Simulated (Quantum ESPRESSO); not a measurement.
## MnNi3: spin-resolved density of states

Wanted: the exchange-split electronic structure of MnNi3.

Program: Quantum ESPRESSO 7.5. Level of theory: LDA; plane waves with GBRV 1.5 LDA potentials, no spin-orbit coupling. Results are calculated unless marked as measured.

## 1. Set-up

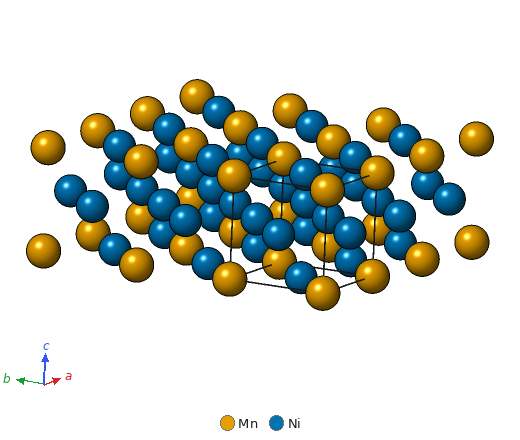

Start, viewed from a free direction; manganese orange, nickel blue. 3×3×1 cells are drawn. Some periodic images of atoms are drawn too.

The cell comes from the Crystallography Open Database.

## 2. The magnetic state

This state came out lowest in a comparison of starts that is told elsewhere.

Input file pw.in:

```
&CONTROL
  calculation = 'scf'
  prefix = 'pwscf'
  outdir = './tmp'
  pseudo_dir = './pseudo'
  disk_io = 'low'
/
&SYSTEM
  ibrav = 0
  celldm(1) = 8
  nat = 4
  ntyp = 3
  ecutwfc = 40
  ecutrho = 280
  nbnd = 50
  occupations = 'smearing'
  smearing = 'fd'
  degauss = 0.00734986
  nspin = 2
  starting_magnetization(1) = 0.2333
  starting_magnetization(2) = 0.0556
  starting_magnetization(3) = -0.0556
/
&ELECTRONS
  conv_thr = 8d-09
  electron_maxstep = 150
  mixing_beta = 0.3
/
ATOMIC_SPECIES
Mn     54.9380 mn_lda_v1.5.uspp.F.UPF
Ni1    58.6934 ni_lda_v1.4.uspp.F.UPF
Ni2    58.6934 ni_lda_v1.4.uspp.F.UPF
CELL_PARAMETERS alat
   0.8487232457225    0.0000000000000    0.0000000000000
   0.0000000000000    0.8487232457225    0.0000000000000
   0.0000000000000    0.0000000000000    0.8487232457225
ATOMIC_POSITIONS crystal
Mn      0.0000000000    0.0000000000    0.0000000000
Ni1     0.0000000000    0.5000000000    0.5000000000
Ni2     0.5000000000    0.0000000000    0.5000000000
Ni2     0.5000000000    0.5000000000    0.0000000000
K_POINTS automatic
8 8 8 0 0 0
```

On the command line:

```bash
$ OMP_NUM_THREADS=1 mpirun -n 4 pw.x -nk 4 -in pw.in > pw.out
```

What it wrote:

```text
Program PWSCF v.7.5 starts

     Message from routine setup:
     using ibrav=0 with symmetry is DISCOURAGED, use correct ibrav instead

     K-points division:     npool     =       4
     Subspace diagonalization in iterative solution of the eigenvalue problem:

     bravais-lattice index     =            0
     lattice parameter (alat)  =       8.0000  a.u.
     unit-cell volume          =     313.0172 (a.u.)^3
     number of atoms/cell      =            4
     number of atomic types    =            3
     number of electrons       =        69.00
     number of Kohn-Sham states=           50
     kinetic-energy cutoff     =      40.0000  Ry
     charge density cutoff     =     280.0000  Ry
     scf convergence threshold =      8.0E-09
     mixing beta               =       0.3000
     number of iterations used =            8  plain     mixing
     Exchange-correlation=  SLA  PZ   NOGX NOGC
                           (   1   1   0   0   0   0   0)

     celldm(1)=   8.000000  celldm(2)=   0.000000  celldm(3)=   0.000000
     celldm(4)=   0.000000  celldm(5)=   0.000000  celldm(6)=   0.000000

     crystal axes: (cart. coord. in units of alat)
               a(1) = (   0.848723   0.000000   0.000000 )
               a(2) = (   0.000000   0.848723   0.000000 )
               a(3) = (   0.000000   0.000000   0.848723 )

     reciprocal axes: (cart. coord. in units 2 pi/alat)
               b(1) = (  1.178240  0.000000  0.000000 )
               b(2) = (  0.000000  1.178240  0.000000 )
               b(3) = (  0.000000  0.000000  1.178240 )

     PseudoPot. # 1 for Mn read from file:
     mn_lda_v1.5.uspp.F.UPF
     Pseudo is Ultrasoft + core correction, Zval = 15.0

     PseudoPot. # 2 for Ni read from file:
     ni_lda_v1.4.uspp.F.UPF
     Pseudo is Ultrasoft + core correction, Zval = 18.0

     PseudoPot. # 3 for Ni read from file:
     ni_lda_v1.4.uspp.F.UPF
     Pseudo is Ultrasoft + core correction, Zval = 18.0

     atomic species   valence    mass     pseudopotential
     Mn               15.00    54.93800     Mn( 1.00)
     Ni1              18.00    58.69340     Ni( 1.00)
     Ni2              18.00    58.69340     Ni( 1.00)

     Starting magnetic structure
     atomic species   magnetization
     Mn              0.233
     Ni1             0.056
     Ni2            -0.056

     16 Sym. Ops., with inversion, found

   Cartesian axes

     site n.     atom                  positions (alat units)
         1        Mn     tau(   1) = (   0.0000000   0.0000000   0.0000000  )
         2        Ni1    tau(   2) = (   0.0000000   0.4243616   0.4243616  )
         3        Ni2    tau(   3) = (   0.4243616   0.0000000   0.4243616  )
         4        Ni2    tau(   4) = (   0.4243616   0.4243616   0.0000000  )

     number of k points=    75  Fermi-Dirac smearing, width (Ry)=  0.0073
                       cart. coord. in units 2pi/alat
        k(    1) = (   0.0000000   0.0000000   0.0000000), wk =   0.0019531
        k(    2) = (   0.0000000   0.0000000   0.1472800), wk =   0.0078125
        k(    3) = (   0.0000000   0.0000000   0.2945601), wk =   0.0078125
        k(    4) = (   0.0000000   0.0000000   0.4418401), wk =   0.0078125
        k(    5) = (   0.0000000   0.0000000  -0.5891202), wk =   0.0039062
        [... 70 further k-points ...]

     Dense  grid:    24837 G-vectors     FFT dimensions: (  40,  40,  40)

     Smooth grid:    10779 G-vectors     FFT dimensions: (  27,  27,  27)

     Check: negative core charge=   -0.000040
     Generating pointlists ...
     new r_m :   0.2476 (alat units)  1.9805 (a.u.) for type    1
     new r_m :   0.2476 (alat units)  1.9805 (a.u.) for type    2
     new r_m :   0.2476 (alat units)  1.9805 (a.u.) for type    3

     Initial potential from superposition of free atoms

     starting charge      62.4999, renormalised to      69.0000
     Starting wfcs are   52 randomized atomic wfcs

     Self-consistent Calculation

     iteration #  1     ecut=    40.00 Ry     beta= 0.30
     Davidson diagonalization with overlap
     ethr =  1.00E-02,  avg # of iterations =  4.5

     total energy              =   -1216.66582237 Ry
     estimated scf accuracy    <      98.03342526 Ry

     total magnetization       =     1.05 Bohr mag/cell
     absolute magnetization    =     1.77 Bohr mag/cell

     iteration #  2     ecut=    40.00 Ry     beta= 0.30
     Davidson diagonalization with overlap
     ethr =  1.00E-02,  avg # of iterations =  3.0

     total energy              =   -1236.80905648 Ry
     estimated scf accuracy    <      42.43996459 Ry

     total magnetization       =     0.09 Bohr mag/cell
     absolute magnetization    =     0.29 Bohr mag/cell

     [... further iterations left out ...]

     iteration # 25     ecut=    40.00 Ry     beta= 0.30
     Davidson diagonalization with overlap
     ethr =  4.66E-10,  avg # of iterations =  2.0

     total energy              =   -1240.78061330 Ry
     estimated scf accuracy    <       0.00000003 Ry

     total magnetization       =     4.58 Bohr mag/cell
     absolute magnetization    =     4.86 Bohr mag/cell

     iteration # 26     ecut=    40.00 Ry     beta= 0.30
     Davidson diagonalization with overlap
     ethr =  4.12E-11,  avg # of iterations =  1.0

     Magnetic moment per site  (integrated on atomic sphere of radius R)
     atom   1 (R=0.248)  charge= 13.3534  magn=  3.0515
     atom   2 (R=0.248)  charge= 16.8155  magn=  0.5032
     atom   3 (R=0.248)  charge= 16.8155  magn=  0.5032
     atom   4 (R=0.248)  charge= 16.8155  magn=  0.5032

     End of self-consistent calculation

     Number of k-points >= 100: set verbosity='high' to print the bands.

     the Fermi energy is    16.5635 ev

!    total energy              =   -1240.78061331 Ry
     estimated scf accuracy    <          5.9E-09 Ry
     smearing contrib. (-TS)   =      -0.01199941 Ry
     internal energy E=F+TS    =   -1240.76861389 Ry

     The total energy is F=E-TS. E is the sum of the following terms:
     one-electron contribution =    -687.55788775 Ry
     hartree contribution      =     384.09770051 Ry
     xc contribution           =    -131.34019010 Ry
     ewald contribution        =    -805.96823655 Ry

     total magnetization       =     4.58 Bohr mag/cell
     absolute magnetization    =     4.86 Bohr mag/cell

     convergence has been achieved in  26 iterations

=------------------------------------------------------------------------------=
   JOB DONE.
=------------------------------------------------------------------------------=
```

The job ended after 55 s (4 MPI ranks of AMD EPYC 9R14 (Zen 4), shared host; peak memory 0.52 GiB; 3.6 min of CPU time).

Spin moment in the atom's sphere by atom:

```csv
atom,spin moment in the atom's sphere (μB)
Mn1,3.05
Ni2,0.50
Ni3,0.50
Ni4,0.50
```

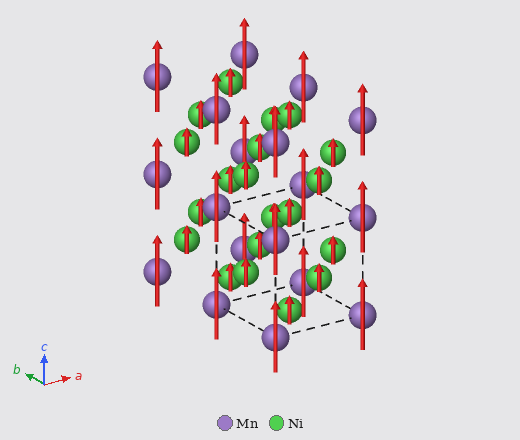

Spin moment in the atom's sphere as arrows, the longest 3.05 μB. Up and down stand for the sign. Arrows give size and sign along the axis of quantisation, drawn up and down the page. Each arrow also spans its atom, so small moments look longer than they are. 1×2×2 cells are drawn. Some periodic images of atoms are drawn too.

Read from the output:

| Property | Result |
| --- | --- |
| smearing term TS | 0.1633 eV |
| magnetization | 4.581 μB |
| absolute magnetization | 4.86 μB |
| final state | ferromagnetic |

The typed signs were not kept.

## 3. Post-processing

Input file projwfc.in:

```
&PROJWFC
  prefix = 'pwscf'
  outdir = './tmp'
  filpdos = 'pdos'
  ngauss = 0
  degauss = 0.01
  DeltaE = 0.05
  Emin = 7.56
  Emax = 21.56
/
```

On the command line:

```bash
$ OMP_NUM_THREADS=1 mpirun -n 4 projwfc.x -nk 4 -in projwfc.in > projwfc.out
```

What it wrote:

```text
[banner, memory and clock lines left out]
Program PROJWFC v.7.5 starts

     [... lines left out ...]
     IMPORTANT: XC functional enforced from input :
     Exchange-correlation= PZ
                           (   1   1   0   0   0   0   0)
     Any further DFT definition will be discarded
     Please, verify this is what you really want

     G-vector sticks info

     Check: negative core charge=   -0.000040

     Gaussian broadening (read from input): ngauss,degauss=   0    0.010000

     Calling projwave ....

  Problem Sizes
  natomwfc =           52
  nbnd     =           50
  nkstot   =          150
  npwx     =         1357
  nkb      =           72

     Atomic states used for projection
     (read from pseudopotential files):

     state #   1: atom   1 (Mn ), wfc  1 (l=0 m= 1)
     state #   2: atom   1 (Mn ), wfc  2 (l=1 m= 1)
     state #   3: atom   1 (Mn ), wfc  2 (l=1 m= 2)
     state #   4: atom   1 (Mn ), wfc  2 (l=1 m= 3)
     state #   5: atom   1 (Mn ), wfc  3 (l=0 m= 1)
     state #   6: atom   1 (Mn ), wfc  4 (l=2 m= 1)
     state #   7: atom   1 (Mn ), wfc  4 (l=2 m= 2)
     state #   8: atom   1 (Mn ), wfc  4 (l=2 m= 3)
     state #   9: atom   1 (Mn ), wfc  4 (l=2 m= 4)
     state #  10: atom   1 (Mn ), wfc  4 (l=2 m= 5)
     state #  11: atom   1 (Mn ), wfc  5 (l=1 m= 1)
     state #  12: atom   1 (Mn ), wfc  5 (l=1 m= 2)
     state #  13: atom   1 (Mn ), wfc  5 (l=1 m= 3)
     state #  14: atom   2 (Ni1), wfc  1 (l=0 m= 1)
     state #  15: atom   2 (Ni1), wfc  2 (l=1 m= 1)
     state #  16: atom   2 (Ni1), wfc  2 (l=1 m= 2)
     state #  17: atom   2 (Ni1), wfc  2 (l=1 m= 3)
     state #  18: atom   2 (Ni1), wfc  3 (l=2 m= 1)
     state #  19: atom   2 (Ni1), wfc  3 (l=2 m= 2)
     state #  20: atom   2 (Ni1), wfc  3 (l=2 m= 3)
     state #  21: atom   2 (Ni1), wfc  3 (l=2 m= 4)
     state #  22: atom   2 (Ni1), wfc  3 (l=2 m= 5)
     state #  23: atom   2 (Ni1), wfc  4 (l=0 m= 1)
     state #  24: atom   2 (Ni1), wfc  5 (l=1 m= 1)
     state #  25: atom   2 (Ni1), wfc  5 (l=1 m= 2)
     state #  26: atom   2 (Ni1), wfc  5 (l=1 m= 3)
     state #  27: atom   3 (Ni2), wfc  1 (l=0 m= 1)
     state #  28: atom   3 (Ni2), wfc  2 (l=1 m= 1)
     state #  29: atom   3 (Ni2), wfc  2 (l=1 m= 2)
     state #  30: atom   3 (Ni2), wfc  2 (l=1 m= 3)
     state #  31: atom   3 (Ni2), wfc  3 (l=2 m= 1)
     state #  32: atom   3 (Ni2), wfc  3 (l=2 m= 2)
     state #  33: atom   3 (Ni2), wfc  3 (l=2 m= 3)
     state #  34: atom   3 (Ni2), wfc  3 (l=2 m= 4)
     state #  35: atom   3 (Ni2), wfc  3 (l=2 m= 5)
     state #  36: atom   3 (Ni2), wfc  4 (l=0 m= 1)
     state #  37: atom   3 (Ni2), wfc  5 (l=1 m= 1)
     state #  38: atom   3 (Ni2), wfc  5 (l=1 m= 2)
     state #  39: atom   3 (Ni2), wfc  5 (l=1 m= 3)
     state #  40: atom   4 (Ni2), wfc  1 (l=0 m= 1)
     state #  41: atom   4 (Ni2), wfc  2 (l=1 m= 1)
     state #  42: atom   4 (Ni2), wfc  2 (l=1 m= 2)
     state #  43: atom   4 (Ni2), wfc  2 (l=1 m= 3)
     state #  44: atom   4 (Ni2), wfc  3 (l=2 m= 1)
     state #  45: atom   4 (Ni2), wfc  3 (l=2 m= 2)
     state #  46: atom   4 (Ni2), wfc  3 (l=2 m= 3)
     state #  47: atom   4 (Ni2), wfc  3 (l=2 m= 4)
     state #  48: atom   4 (Ni2), wfc  3 (l=2 m= 5)
     state #  49: atom   4 (Ni2), wfc  4 (l=0 m= 1)
     state #  50: atom   4 (Ni2), wfc  5 (l=1 m= 1)
     state #  51: atom   4 (Ni2), wfc  5 (l=1 m= 2)
     state #  52: atom   4 (Ni2), wfc  5 (l=1 m= 3)

 [... projections of the bands left out ...]

Lowdin Charges:

     Atom #   1: total charge =  15.1152, s =  2.4547, p =  7.1819, d =  5.4786,
                 spin up      =   9.1825, s =  1.2347,
                 spin up      =   9.1825, p =  3.5951, pz=  1.1984, px=  1.1984, py=  1.1984,
                 spin up      =   9.1825, d =  4.3526, dz2=  0.8992, dxz=  0.8514, dyz=  0.8514, dx2-y2=  0.8992, dxy=  0.8514,
                 spin down    =   5.9328, s =  1.2200,
                 spin down    =   5.9328, p =  3.5868, pz=  1.1956, px=  1.1956, py=  1.1956,
                 spin down    =   5.9328, d =  1.1259, dz2=  0.1874, dxz=  0.2504, dyz=  0.2504, dx2-y2=  0.1874, dxy=  0.2504,
                 polarization =   3.2497, s =  0.0148, p =  0.0082, d =  3.2267,
     Atom #   2: total charge =  17.9218, s =  2.4040, p =  7.0069, d =  8.5110,
                 spin up      =   9.1862, s =  1.1917,
                 spin up      =   9.1862, p =  3.4776, pz=  1.1617, px=  1.1541, py=  1.1617,
                 spin up      =   9.1862, d =  4.5168, dz2=  0.9251, dxz=  0.8985, dyz=  0.8738, dx2-y2=  0.9209, dxy=  0.8985,
                 spin down    =   8.7356, s =  1.2123,
                 spin down    =   8.7356, p =  3.5292, pz=  1.1751, px=  1.1789, py=  1.1751,
                 spin down    =   8.7356, d =  3.9941, dz2=  0.8099, dxz=  0.7335, dyz=  0.8574, dx2-y2=  0.8600, dxy=  0.7335,
                 polarization =   0.4505, s = -0.0205, p = -0.0516, d =  0.5227,
     Atom #   3: total charge =  17.9218, s =  2.4040, p =  7.0069, d =  8.5109,
                 spin up      =   9.1862, s =  1.1917,
                 spin up      =   9.1862, p =  3.4776, pz=  1.1617, px=  1.1617, py=  1.1541,
                 spin up      =   9.1862, d =  4.5168, dz2=  0.9251, dxz=  0.8738, dyz=  0.8985, dx2-y2=  0.9209, dxy=  0.8985,
                 spin down    =   8.7356, s =  1.2123,
                 spin down    =   8.7356, p =  3.5292, pz=  1.1751, px=  1.1751, py=  1.1789,
                 spin down    =   8.7356, d =  3.9941, dz2=  0.8099, dxz=  0.8574, dyz=  0.7335, dx2-y2=  0.8600, dxy=  0.7335,
                 polarization =   0.4505, s = -0.0205, p = -0.0516, d =  0.5227,
     Atom #   4: total charge =  17.9218, s =  2.4040, p =  7.0069, d =  8.5109,
                 spin up      =   9.1862, s =  1.1917,
                 spin up      =   9.1862, p =  3.4776, pz=  1.1541, px=  1.1617, py=  1.1617,
                 spin up      =   9.1862, d =  4.5168, dz2=  0.9188, dxz=  0.8985, dyz=  0.8985, dx2-y2=  0.9272, dxy=  0.8738,
                 spin down    =   8.7356, s =  1.2123,
                 spin down    =   8.7356, p =  3.5292, pz=  1.1789, px=  1.1751, py=  1.1751,
                 spin down    =   8.7356, d =  3.9941, dz2=  0.8850, dxz=  0.7335, dyz=  0.7335, dx2-y2=  0.7848, dxy=  0.8574,
                 polarization =   0.4505, s = -0.0205, p = -0.0516, d =  0.5227,
     Spilling Parameter:   0.0017
```

The job ended after 3.1 s (4 MPI ranks; peak memory 0.31 GiB; 12 s of CPU time).

The density of states has structure finer than the step of the table below, so its rows give means over 1 eV, whole bins alone (the curve runs from -9.00 to 5.05 eV). Peaks (eV: height): up -3.4: 4.07, -2.0: 6.67, -1.2: 5.38, -0.5: 6.35; down -1.9: 4.96, -1.2: 6.33, 1.3: 6.52, 3.3: 1.06; Mn1 d up -3.3: 0.964, -2.0: 1.21, -0.3: 1.84; Mn1 d down -1.2: 0.554, 1.2: 3.5; Ni2 d up -2.0: 1.67, -1.2: 1.42, -0.5: 1.6.

Gaussian broadening of 0.136 eV on the SCF mesh. Density of states against energy, zero at the Fermi level; means over each step; values in states/eV/cell:

```csv
energy (eV),up,down,Mn1 d up,Mn1 d down,Ni2 d up,Ni2 d down
-8,0.129,0.0833,2.6e-4,5.4e-5,1.1e-4,3.4e-5
-7,0.204,0.200,0.00213,8.2e-4,0.00110,7.4e-4
-6,0.326,0.264,0.0118,0.00328,0.00647,0.00364
-5,0.837,0.424,0.131,0.0153,0.0686,0.0159
-4,2.59,1.29,0.604,0.113,0.461,0.183
-3,3.78,3.06,0.816,0.262,0.837,0.741
-2,5.45,4.07,0.946,0.228,1.35,1.11
-1,5.12,5.31,1.12,0.402,1.27,1.51
0,3.00,2.25,0.906,0.123,0.641,0.652
1,0.590,3.26,0.0875,1.72,0.0838,0.399
2,0.579,1.68,0.0985,1.16,0.0516,0.116
3,0.475,0.617,0.0525,0.291,0.0339,0.0362
4,0.393,0.667,0.0348,0.216,0.0243,0.0398
```

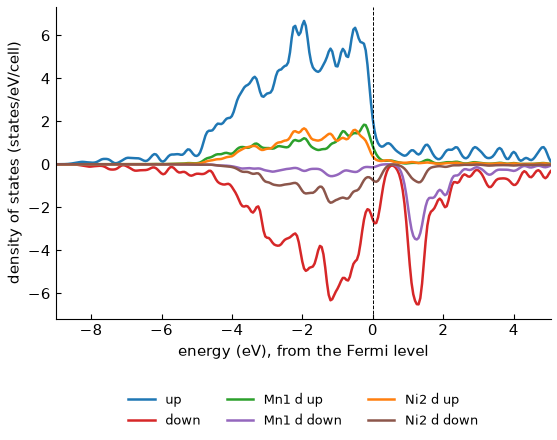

Density of states against energy. Down spins are drawn negative.

## 4. Summary of results

```yaml
state: ferromagnetic
largest_moment_in_a_sphere: 3.05 μB
```

**Reading.** Distinct peaks of the density of states (up) stand at -3.35, -1.95, -1.20 and -0.50 eV; the one at -1.95 eV is strongest. These are Kohn–Sham states without spin–orbit coupling, on the mesh of the self-consistent run. Energies are free energies at an electronic temperature of 1160 K, which lowers moments and differences where the moments are itinerant.

[Logs and program files are shortened in this print: banners, set-up blocks, solver, clock and traceback lines can be left out without a mark of their own.]

[Logs are printed without paths, hosts, clocks, repeated set-up lines and the standing remarks that a program may print on its own settings, such as how far it seeks lower states.]

[Hosts, paths, dates, database ids (printed as entryN), source tags and the programs' standing remarks are cut or masked in the printed files.]

[Where a cell is said to come from a database of computed structures, the database is the Materials Project.]
